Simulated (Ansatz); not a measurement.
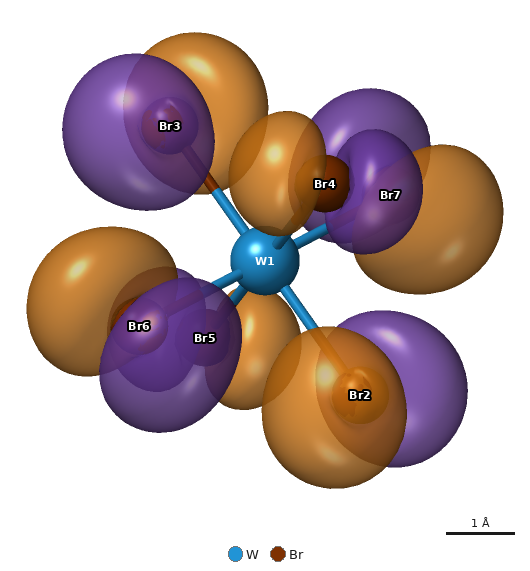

Figure. Br₆W. The HOMO at ±0.06 Å⁻³ᐟ² (orange and purple are the two phases), seen at a tilt.

Geometry: PBE-D4/def2-SVP; core potentials replace the inner electrons of W.

Method: RKS PBE0-D4/def2-TZVP in Ansatz 0.2.0.

```xyz
7

W     0.0000    0.0000    0.0000
Br   -0.0173   -0.0099    2.4890
Br    0.0173    0.0099   -2.4891
Br    2.4891    0.0041    0.0169
Br   -2.4891   -0.0041   -0.0168
Br   -0.0052    2.4891    0.0084
Br    0.0052   -2.4891   -0.0084
```

### Where does this orbital lie, and at what energy?

By Hirshfeld shares it lies mainly on Br2 (about 20 %), Br3 (about 20 %), Br6 (about 20 %), Br7 (about 20 %), Br4 (about 5 %) and Br5 (about 5 %); it is gerade (even under inversion); largely a combination of lone pairs on Br2, Br3, Br6, Br7, Br4 and Br5. It is one of a degenerate set, so its orientation is arbitrary. Its energy is −8.28 eV.
